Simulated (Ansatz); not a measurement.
The parent structure is CsPbBr₃ in the cubic perovskite structure (space group Pm-3m, No. 221; a = 5.770 Å). Axes: x, y, z lie along the cube axes.

The change: compressive biaxial strain of 2.40 % in the plane normal to [001], as in epitaxy on a mismatched substrate; the out-of-plane cell vector and the atoms relax.

Calculations: DFT with LDA, PAW potentials and a 420 eV plane-wave cutoff in Ansatz (an electronic-structure program), spin-orbit coupling left out.

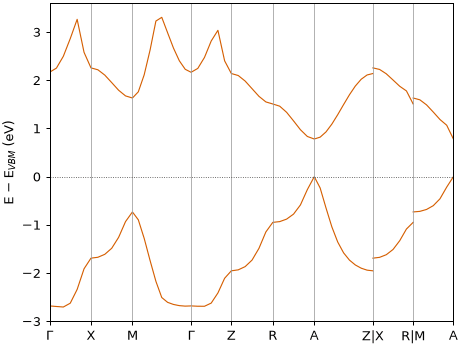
*Highest valence and lowest conduction band along the path of the changed cell's own zone*

**Question.** From the figure, how large is the changed gap, and is it direct?

**Answer.** About 0.8 eV, direct at A.

With Pb present, leaving out spin-orbit coupling can change the band edges. Whether these cells are dynamically stable was not tested. Many cubic perovskites are stable only at high temperature; tilts and polar distortions were not tested. This is not the structure that CsPbBr3 has at room temperature and ambient pressure. Labels are those of the standard path for the cell's own space group.
